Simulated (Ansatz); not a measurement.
# FH2NSi: the cost of one run

Program: Ansatz 0.2.0, Gaussian basis. Level of theory: single points in def2-TZVPP. These are calculated values, not measurements.

Correlated methods freeze the cores.

## (1) The starting structure

5 atoms, charge 0, spin multiplicity 1.

Atoms are counted from 1 here; the program's logs count them from 0.

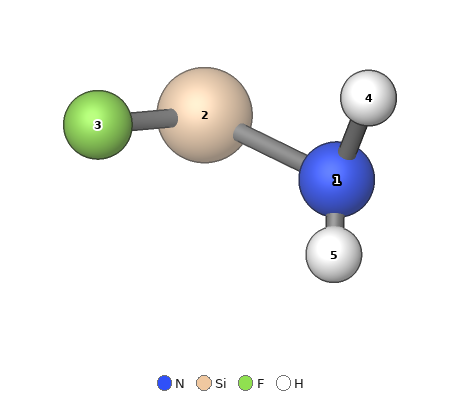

As it starts; nitrogen blue, silicon light orange, fluorine green, hydrogen white; atoms are numbered from 1 in the order of the file.

As a file:

```xyz
5

N    -0.58880    0.28250   -0.23080
Si    0.10170   -0.91430    1.05990
F     1.58790   -0.91160    0.46930
H    -0.19500    1.40700    0.02180
H    -0.65320    0.02080   -1.00460
```

## (2) CCSD(T)/def2-TZVPP

Contents of run/in.yaml:

```yaml
crystal:
  periodic: [false, false, false]
  atoms:
    - {symbol: N, position_ang: [-0.588800, 0.282500, -0.230800]}
    - {symbol: Si, position_ang: [0.101700, -0.914300, 1.059900]}
    - {symbol: F, position_ang: [1.587900, -0.911600, 0.469300]}
    - {symbol: H, position_ang: [-0.195000, 1.407000, 0.021800]}
    - {symbol: H, position_ang: [-0.653200, 0.020800, -1.004600]}
basis:
  gaussian: {orbitals: def2-TZVPP}
correlation: {method: ccsd_t}
output: {forces: true}
```

On the command line:

```bash
ansatz run in.yaml --threads 4 --pin off --events-out ev --progress --plain --max-ram 5222MiB
```

What time and memory should one allow on 4 threads of Arm Neoverse N1, shared host?

About 39 s, with a peak of 1.2 GiB.
